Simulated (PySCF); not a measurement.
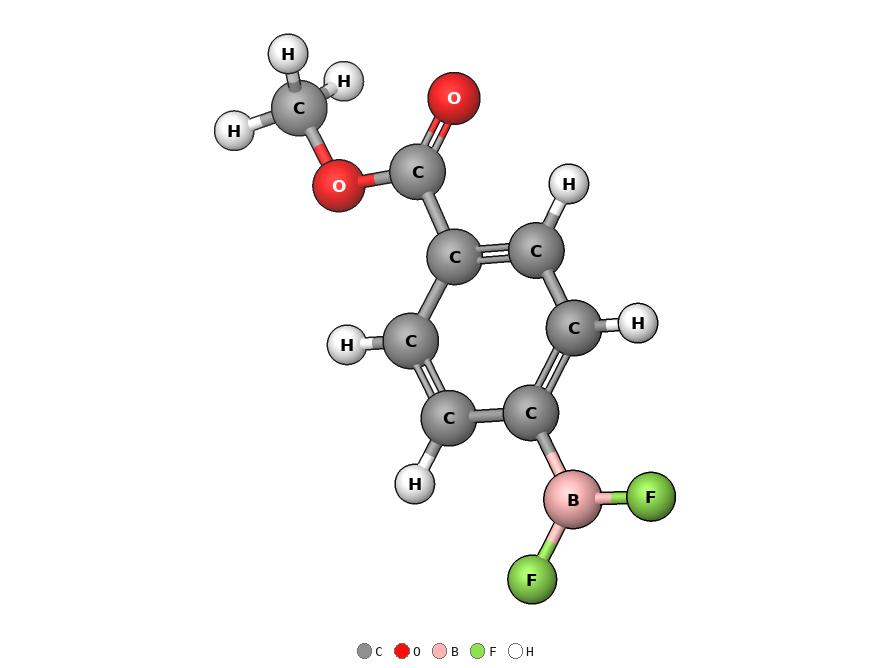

Rendered structure (ball-and-stick style). Double and triple bonds are drawn as two and three sticks.

What is the molecular formula?

C8H7BF2O2, 20 atoms: 8 carbon, 7 hydrogen, 1 boron, 2 fluorine and 2 oxygen.

Give a SMILES string for it.

COC(=O)c1ccc(B(F)F)cc1

More results for the same structure follow; atom numbers are the same in all pictures, views and colours differ. Computed geometry: PBE0-D3(BJ)/def2-SVP optimisation. No frequency run is at hand to confirm it as a minimum.

### Ring current

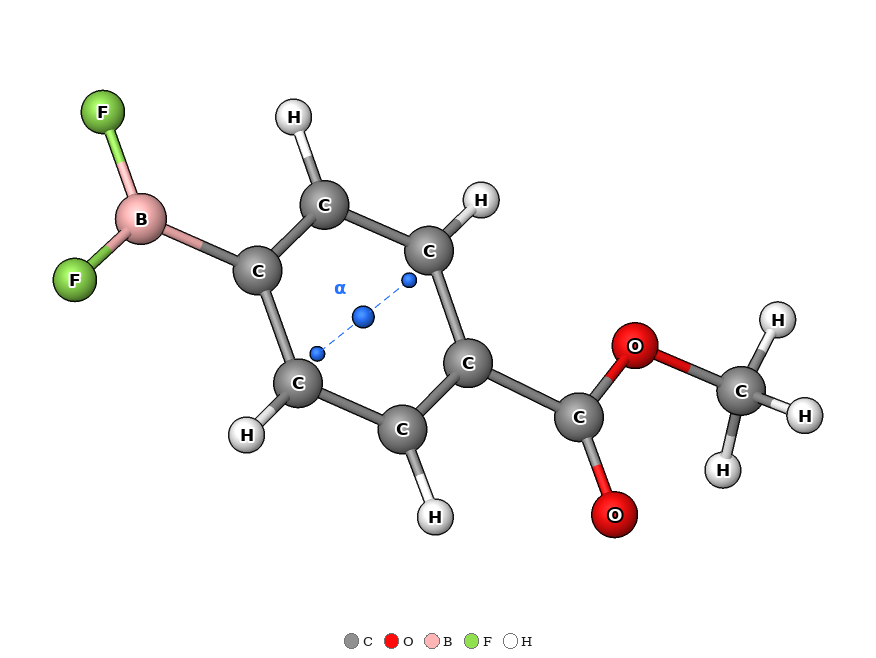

The small points mark where nucleus-independent chemical shifts (NICS) were computed: at the centre of each lettered ring and 1 Å above and below it. No frequency run is at hand to confirm it as a minimum. Properties computed with GIAO PBE0/pcSseg-1 NMR shielding, non-relativistic, IEF-PCM water (PySCF 2.14.0).

Give NICS(0), NICS(1) and the out-of-plane component NICS(1)zz for each ring (means of the two sides).

| ring | members | NICS(0) | NICS(1) | NICS(1)zz |
| --- | --- | --- | --- | --- |
| α | C6 | −7.9 | −11.3 | −27.2 |

Values in ppm.

What do the values say about the ring currents?

Ring α: diatropic, as in an aromatic ring. NICS is one index among several.

### Electronic properties

No frequency run is at hand to confirm it as a minimum. Properties computed with PBE0/pcSseg-1 in water (IEF-PCM) (PySCF 2.14.0).

Computed properties:

- dipole moment: 2.92 D
- HOMO energy (Kohn–Sham orbital): −7.83 eV
- LUMO energy (Kohn–Sham orbital): −2.18 eV
- HOMO–LUMO gap: 5.65 eV

### Quadrupole coupling

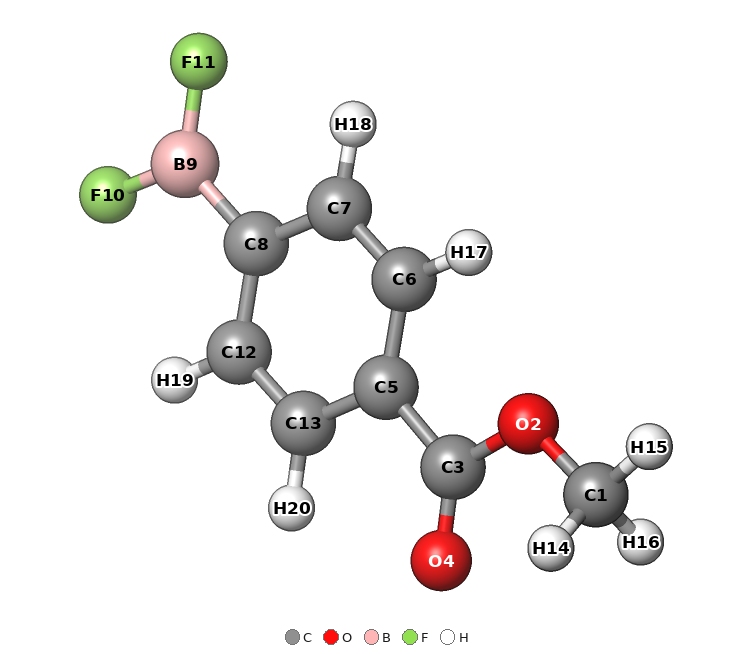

No frequency run is at hand to confirm it as a minimum. Electric field gradients from the ground-state density, PBE0/pcSseg-1 in acetone (IEF-PCM) (PySCF 2.14.0), non-relativistic apart from any core potentials.

Give the largest field-gradient component, the quadrupole coupling constant and the asymmetry for 17O at O2 (Q = −25.6 mb), 17O at O4 (Q = −25.6 mb), 11B at B9 (Q = 40.59 mb).

```
atom  V_zz (a.u.)  e²qQ/h (MHz)     η
  O2        1.685        −10.13  0.36
  O4       −1.566          9.42  0.08
  B9        0.358          3.42  0.68
```
